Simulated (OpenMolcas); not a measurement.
Excited-state calculation, with input and output: AlHSF (part 2 of 2)

AlHSF, multiplicity 2; CASSCF/cc-pVDZ-DK, DKH2, PCM solvent benzene (OpenMolcas 26.06). The geometry comes from this level: GFN2-xTB.

Geometry of the input (Å):
```
F  -1.6992  -0.2994  0.8233
Al -0.6210  0.8810  0.3844
S  1.3082  0.3565  -0.6272
H  1.0121  -0.9382  -0.5806
```

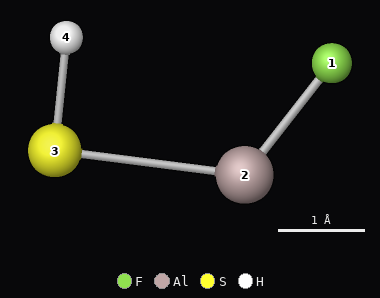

*The structure (ball-and-stick view, seen on its broad side; atoms are numbered from 1 in the order of the input). Sticks mark near contacts.*

Log, continued
```
          iter iter root      energy       change     param      element    value   shift minimum  type update hh:mm:ss
 Nr of preliminary CI iterations:   4
        1   5    8    0  -741.15969804    0.00E+00  -3.69E-02   18  37 1  1.54E-02*  0.33   0.00    SX    NO    0:00:00
        2   5    9    0  -741.16255166   -2.85E-03*  2.46E-02   22  29 1  8.22E-03*  0.32   0.00    SX    NO    0:00:00
        3   4    9    0  -741.16394678   -1.40E-03*  2.09E-02   22  29 1  5.41E-03*  0.31   0.00    SX    NO    0:00:00
        4   5    8    0  -741.16451447   -5.68E-04*  1.74E-02   22  29 1  3.56E-03*  0.31   0.00    SX    NO    0:00:00
        5   5    8    0  -741.16475976   -2.45E-04*  2.31E-02   22  29 1  2.36E-03*  0.31   2.50    LS   YES    0:00:00
        6   6    8    0  -741.16488541   -1.26E-04*  2.94E-02   19  30 1 -9.38E-04*  0.31   2.50    LS   YES    0:00:00
        7   6    8    0  -741.16469627    1.89E-04*  4.81E-03   13  34 1 -2.91E-03*  0.31   0.15    QN   YES    0:00:00
        8   4    8    0  -741.16481929   -1.23E-04*  1.01E-02   13  34 1 -1.11E-03*  0.31   1.10    QN   YES    0:00:00
        9   4    8    0  -741.16492192   -1.03E-04*  1.33E-02   18  37 1  2.87E-04*  0.31   1.06    QN   YES    0:00:00
       10   4    8    0  -741.16496167   -3.98E-05*  1.88E-02   13  34 1  4.59E-04*  0.31   1.09    QN   YES    0:00:00
       11   4    8    0  -741.16498607   -2.44E-05*  3.13E-02   13  34 1  5.70E-04*  0.31   1.18    QN   YES    0:00:00
       12   5    8    0  -741.16501107   -2.50E-05*  5.17E-02   13  34 1  4.29E-04*  0.31   1.40    QN   YES    0:00:00
       13   5    8    0  -741.16504200   -3.09E-05*  6.30E-02   18  37 1 -5.17E-04*  0.31   2.50    LS   YES    0:00:00
       14   5    8    0  -741.16505709   -1.51E-05*  3.33E-02   18  35 1  9.52E-04*  0.31   1.12    QN   YES    0:00:00
       15   4    8    0  -741.16508671   -2.96E-05*  4.37E-02   18  35 1  8.84E-04*  0.31   2.50    LS   YES    0:00:00
       16   4    8    0  -741.16511348   -2.68E-05*  5.52E-02   18  35 1  8.03E-04*  0.31   2.50    LS   YES    0:00:00
       17   5    8    0  -741.16513409   -2.06E-05*  8.43E-02   13  34 1 -8.20E-04*  0.31   2.50    QN   YES    0:00:00
       18   5    8    0  -741.16517084   -3.67E-05*  9.28E-02   13  34 1 -6.19E-04*  0.31   2.50    LS   YES    0:00:00
       19   5    9    0  -741.16517459   -3.74E-06*  3.10E-02   22  32 1 -7.87E-04*  0.31   0.40    QN   YES    0:00:00
       20   5    9    0  -741.16521422   -3.96E-05*  4.05E-02   18  37 1  7.33E-04*  0.31   2.50    LS   YES    0:00:00
       21   4    9    0  -741.16525120   -3.70E-05*  5.09E-02   18  35 1 -1.03E-03*  0.30   2.50    LS   YES    0:00:00
       22   4    9    0  -741.16527431   -2.31E-05*  1.54E-01*  18  35 1 -1.45E-03*  0.30   2.50    QN   YES    0:00:00
       23   5   10    0  -741.16531824   -4.39E-05* -2.36E-02   18  35 1 -1.27E-03*  0.29   0.92    QN   YES    0:00:00
       24   4    9    0  -741.16537721   -5.90E-05* -3.50E-02   15  32 1  7.53E-04*  0.29   1.08    QN   YES    0:00:00
       25   4    9    0  -741.16539621   -1.90E-05* -1.35E-02   13  26 1 -3.82E-04*  0.29   1.52    QN   YES    0:00:00
       26   4    8    0  -741.16541097   -1.48E-05*  1.03E-02   17  46 1 -1.62E-04*  0.29   1.03    QN   YES    0:00:00
       27   3    8    0  -741.16541907   -8.10E-06*  3.32E-03   15  45 1 -1.28E-04*  0.29   1.01    QN   YES    0:00:00
       28   3    8    0  -741.16542391   -4.85E-06*  1.57E-03   14  46 1  7.02E-05   0.29   1.01    QN   YES    0:00:00
       29   3    7    0  -741.16542528   -1.36E-06* -1.55E-03   15  45 1 -1.06E-04*  0.29   1.02    QN   YES    0:00:00
       30   4    7    0  -741.16542471    5.68E-07* -1.01E-03   14  46 1  4.93E-05   0.29   0.06    LS   YES    0:00:00
       31   3    7    0  -741.16542492   -2.06E-07*  1.22E-03   15  45 1 -8.36E-05   0.29   0.92    QN   YES    0:00:00
       32   4    7    0  -741.16542426    6.62E-07*  8.11E-04   15  45 1 -2.32E-05   0.29   0.05    LS   YES    0:00:00
       33   3    7    0  -741.16542454   -2.82E-07* -1.01E-03   15  45 1 -5.98E-05   0.29   0.95    QN   YES    0:00:00
       34   3    6    0  -741.16542402    5.21E-07* -6.82E-04   14  20 1  1.24E-05   0.29   0.03    LS   YES    0:00:00
       35   3    7    0  -741.16542428   -2.63E-07* -6.25E-04   15  45 1 -4.05E-05   0.29   0.97    QN   YES    0:00:00
       36   3    6    0  -741.16542392    3.61E-07* -4.25E-04   14  20 1  5.91E-06   0.29   0.03    LS   YES    0:00:00
       37   3    6    0  -741.16542410   -1.85E-07* -5.11E-04   15  45 1 -2.74E-05   0.29   0.98    QN   YES    0:00:00
       38   3    5    0  -741.16542382    2.82E-07* -3.51E-04   13  33 1  3.95E-06   0.29   0.02    LS   YES    0:00:00
       39   3    6    0  -741.16542397   -1.44E-07* -3.64E-04   15  45 1 -1.76E-05   0.29   0.98    QN   YES    0:00:00
       40   3    5    0  -741.16542375    2.19E-07* -2.51E-04   15  45 1  3.55E-06   0.29   0.01    LS   YES    0:00:00
       41   3    6    0  -741.16542386   -1.11E-07* -2.73E-04   13  41 1  1.19E-05   0.29   0.99    QN   YES    0:00:00
       42   3    5    0  -741.16542368    1.75E-07* -1.89E-04   15  45 1  4.15E-06   0.29   0.01    LS   YES    0:00:00
       43   3    6    0  -741.16542377   -8.88E-08* -2.01E-04   13  41 1  9.56E-06   0.29   0.99    QN   YES    0:00:00
       44   3    5    0  -741.16542363    1.44E-07* -1.40E-04   15  45 1  4.67E-06   0.29   0.01    LS   YES    0:00:00
       45   3    5    0  -741.16542370   -7.21E-08* -2.10E-04   13  41 1  7.41E-06   0.29   0.99    QN   YES    0:00:00
       46   3    5    0  -741.16542358    1.22E-07* -1.46E-04   15  45 1  5.28E-06   0.29   0.01    LS   YES    0:00:00
       47   3    5    0  -741.16542364   -6.04E-08* -2.28E-04   13  41 1  5.40E-06   0.29   0.99    QN   YES    0:00:00
       48   3    5    0  -741.16542353    1.06E-07* -1.58E-04   15  45 1  5.79E-06   0.29   0.01    LS   YES    0:00:00
       49   3    5    0  -741.16542358   -5.17E-08*  2.53E-04   13  41 1  3.50E-06   0.29   0.99    QN   YES    0:00:00
       50   3    5    0  -741.16542349    9.31E-08*  1.76E-04   15  45 1  6.08E-06   0.29   0.01    LS   YES    0:00:00
       51   3    5    0  -741.16542353   -4.48E-08*  2.82E-04   15  45 1  3.80E-06   0.29   0.99    QN   YES    0:00:00
       52   3    5    0  -741.16542346    7.90E-08*  1.96E-04   13  41 1 -6.08E-06   0.29   0.01    LS   YES    0:00:00
       53   3    5    0  -741.16542349   -3.80E-08*  3.08E-04   15  45 1  4.87E-06   0.29   0.99    QN   YES    0:00:00
       54   3    5    0  -741.16542343    6.16E-08*  2.14E-04   13  41 1 -7.06E-06   0.29   0.01    LS   YES    0:00:00
       55   3    5    0  -741.16542346   -3.01E-08*  3.23E-04   15  45 1  5.44E-06   0.29   0.99    QN   YES    0:00:00
       56   3    5    0  -741.16542342    4.03E-08*  2.24E-04   13  41 1 -7.49E-06   0.29   0.01    LS   YES    0:00:00
       57   3    5    0  -741.16542344   -2.06E-08*  3.18E-04   15  45 1  5.51E-06   0.29   0.99    QN   YES    0:00:00
       58   3    5    0  -741.16542343    1.68E-08*  2.18E-04   13  41 1 -7.24E-06   0.29   0.02    LS   YES    0:00:00
       59   3    5    0  -741.16542344   -9.81E-09   2.90E-04   15  45 1  5.08E-06   0.29   0.98    QN   YES    0:00:00
      Convergence after 59 iterations
       60   3    5    0  -741.16542344   -5.60E-09   2.90E-04   13  41 1 -6.40E-06   0.29   0.98    QN   YES    0:00:00

      ************************************************************************************************************************
                                                      Wave function printout:
                       occupation of active orbitals, and spin coupling of open shells (u,d: Spin up or down)
      ************************************************************************************************************************

      Note: transformation to natural orbitals
      has been made, which may change the order of the CSFs.

      printout of CI-coefficients larger than  0.05 for root  1
      energy=    -741.228893
      conf/sym  111111111     Coeff  Weight
             1  2222u0000  -0.98170 0.96374
             2  222u20000  -0.06294 0.00396
           170  2220u2000  -0.06446 0.00416
           290  2022u0020  -0.06723 0.00452
          1749  22uuud00d  -0.05159 0.00266

      printout of CI-coefficients larger than  0.05 for root  2
      energy=    -741.101954
      conf/sym  111111111     Coeff  Weight
             3  22u220000   0.08822 0.00778
             7  222200u00   0.96946 0.93986
            27  222020u00  -0.06772 0.00459
            67  222uu0d00   0.12084 0.01460
           746  222002u00  -0.05985 0.00358
           893  202200u20   0.06677 0.00446
          1819  22uu0du0d   0.05356 0.00287

      Natural orbitals and occupation numbers for root  1
      sym 1:   1.997408   1.988632   1.981698   1.973713   0.999645   0.021153   0.021607   0.010800   0.005344

      Natural orbitals and occupation numbers for root  2
      sym 1:   1.995546   1.986368   1.976683   1.950641   0.059384   0.013476   0.993958   0.009995   0.013948

      ************************************************************************************************************************
      *                                                    Final results                                                     *
      ************************************************************************************************************************

++    Final optimization conditions:
      ------------------------------

      Average CI energy                            -741.16542344
      RASSCF energy for state  2                   -741.10195366
      Super-CI energy                                -0.00000000
      RASSCF energy change                            0.00000000
      Max change in MO coefficients               3.213E-04
      Max non-diagonal density matrix element     2.902E-04
      Maximum BLB matrix element                 -6.401E-06
      (orbital pair  13,  41 in symmetry   1)
      Norm of electronic gradient            5.335E-01
--

      Final state energy(ies):
      ------------------------

::    RASSCF root number  1 Total energy:   -741.22889321
::    RASSCF root number  2 Total energy:   -741.10195366
      Von Neumann Entropy (Root   1) =  0.74561

      Mulliken population analysis for root number:  1
      -----------------------------------------------

++    Molecular charges:
      ------------------

      Mulliken charges per centre
      ---------------------------

                F1      AL2     S3      H4
      Total    9.5434 12.2527 16.3106  0.8933

      N-E     -0.5434  0.7473 -0.3106  0.1067

      Total electronic charge=   39.000000

      Total            charge=   -0.000000
--

      Expectation values of various properties for root number:  1
      -----------------------------------------------------------

++    Molecular properties:
      ---------------------

      Charge (e):
                      =   -0.0000
      Dipole Moment (debye):
      Origin of the operator (angstrom)=   -0.0785    0.3614    0.0681
                   X= -1.7292E-01               Y=  8.3333E-01               Z=  1.7051E-01           Total=  8.6800E-01
      Quadrupole Moment (debye*angstrom):
      Origin of the operator (angstrom)=   -0.0785    0.3614    0.0681
                  XX= -3.6745E+01              XY= -3.9658E+00              XZ=  3.2179E+00              YY= -2.9657E+01
                  YZ=  1.9653E+00              ZZ= -3.1085E+01
      In traceless form (debye*angstrom)
                  XX= -6.3735E+00              XY= -5.9487E+00              XZ=  4.8268E+00              YY=  4.2573E+00
                  YZ=  2.9480E+00              ZZ=  2.1162E+00
--

      Mulliken spin population analysis for root number:  1
      ---------------------------------------------------

++    Molecular charges:
      ------------------

      Mulliken spin population per centre
      ---------------------------

                F1      AL2     S3      H4
      Total    0.0238  0.9096  0.0600  0.0065

      Total electronic spin=    1.000000
--

      Von Neumann Entropy (Root   2) =  0.85364

      Mulliken population analysis for root number:  2
      -----------------------------------------------

++    Molecular charges:
      ------------------

      Mulliken charges per centre
      ---------------------------

                F1      AL2     S3      H4
      Total    9.5267 12.3947 16.1932  0.8854

      N-E     -0.5267  0.6053 -0.1932  0.1146

      Total electronic charge=   39.000000

      Total            charge=   -0.000000
--

      Expectation values of various properties for root number:  2
      -----------------------------------------------------------

++    Molecular properties:
      ---------------------

      Charge (e):
                      =   -0.0000
      Dipole Moment (debye):
      Origin of the operator (angstrom)=   -0.0785    0.3614    0.0681
                   X=  1.2651E-01               Y=  2.4939E+00               Z=  1.4678E-01           Total=  2.5014E+00
      Quadrupole Moment (debye*angstrom):
      Origin of the operator (angstrom)=   -0.0785    0.3614    0.0681
                  XX= -3.6726E+01              XY= -5.7587E+00              XZ= -3.5453E-01              YY= -2.5957E+01
                  YZ=  3.7565E+00              ZZ= -3.5990E+01
      In traceless form (debye*angstrom)
                  XX= -5.7525E+00              XY= -8.6381E+00              XZ= -5.3179E-01              YY=  1.0401E+01
                  YZ=  5.6348E+00              ZZ= -4.6484E+00
--

      Mulliken spin population analysis for root number:  2
      ---------------------------------------------------

++    Molecular charges:
      ------------------

      Mulliken spin population per centre
      ---------------------------

                F1      AL2     S3      H4
      Total    0.0098  1.0030 -0.0127 -0.0001

      Total electronic spin=    1.000000
--

      Average orbitals are written to the RASORB file
      Natural orbitals for root   1 are written to the RASORB.1 file
      Natural orbitals for root   2 are written to the RASORB.2 file
      Spin density orbitals for root   1 are written to the SPDORB.1 file
      Spin density orbitals for root   2 are written to the SPDORB.2 file

--- Stop Module: rasscf /rc=_RC_ALL_IS_WELL_ ---
--- Module rasscf spent 22 seconds ---

.##################.
.# Happy landing! #.
.##################.

    Timing: Wall=23.23 User=21.64 System=1.57
```

Summary

- outcome: converged
- total energy: −741.228893 hartree
- CASSCF energy: −741.228893 hartree
- basis functions: 55
- wall time: 24 s
- peak memory: 0.083 GiB
